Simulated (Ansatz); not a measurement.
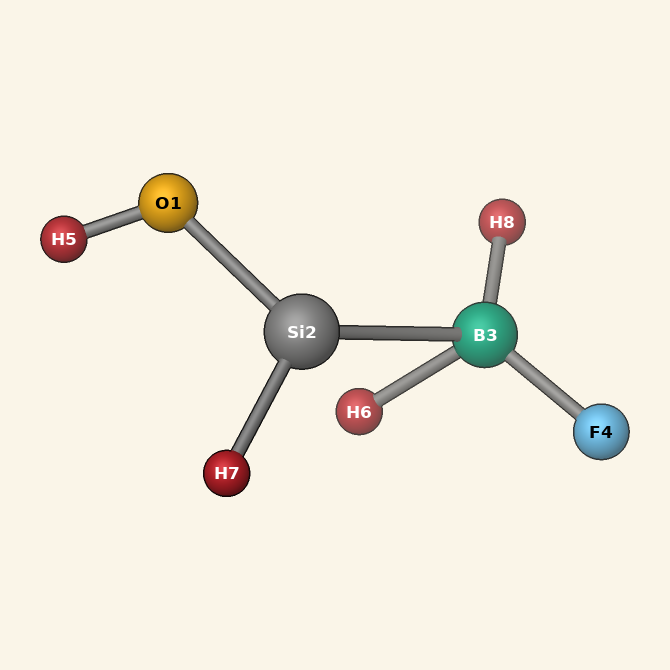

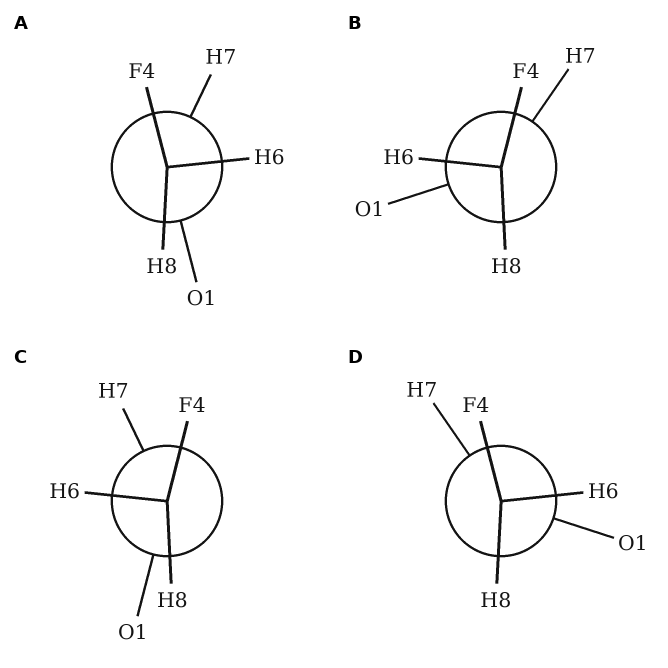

Distant atoms are faded towards the background colour. Bonds that would overlap in a projection are set slightly apart. Computed geometry: PBE-D4/def2-SVP optimisation. No frequency run is at hand to confirm it as a minimum.

Q: Which Newman projection shows the view along B3–Si2, with B3 in front?

A: C. The torsion angle F4–B3–Si2–O1 is 177°, antiperiplanar (anti).
